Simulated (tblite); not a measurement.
# C3H9BrGeSi: the cost of one run

The runs use tblite 0.8.0 and PySCF 2.14.0, with density-fitted response routines of our own; the level of theory stands in each step. All values are computed, except where a source is named. Atoms count from 0, in the outputs and in this text.

## (1) The molecule as given

15 atoms, charge 0, multiplicity 1; geometry from: force field or distance geometry start.

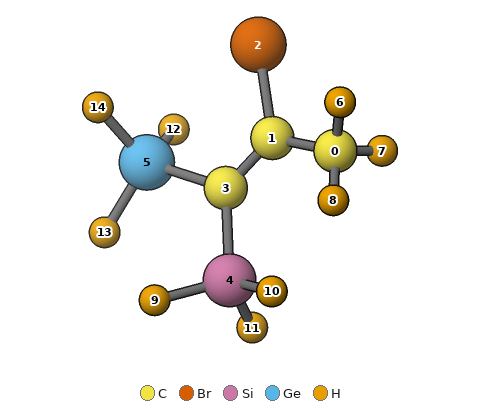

As it starts; carbon yellow, bromine orange, silicon pink, germanium blue, hydrogen amber, atoms numbered; sticks join atoms by distance.

## (2) Optimising the geometry with GFN2-xTB

What the job is given:

```
{"job": {"kind": "relax", "xc": "GFN2-xTB", "basis": "xTB"}, "charge": 0, "multiplicity": 1}
C      2.194800    -0.195800    -0.062600
C      0.933200     0.627800    -0.080200
Br     1.088400     2.519800    -0.190200
C     -0.276400     0.103300    -0.005100
Si    -0.624400    -1.691600     0.133900
Ge    -1.801400     1.304800    -0.023200
H      2.924600     0.375700     0.564900
H      2.567100    -0.153000    -1.109800
H      2.064100    -1.226600     0.257300
H     -1.739500    -1.806700     1.110000
H      0.485800    -2.502600     0.623300
H     -1.158800    -2.189900    -1.159700
H     -1.779900     2.221900    -1.271200
H     -3.085000     0.416300    -0.044600
H     -1.797100     2.204600     1.235200
```

The run is started by

```
> OMP_NUM_THREADS=1 python probes_run.py task.json out
```

One launch serves the whole session: the jobs run in the order shown.

Q: Estimate the wall time and peak memory of this first job on 1 thread of Arm Neoverse V1, shared host.

About 1.2 s, with a peak of 0.18 GiB.
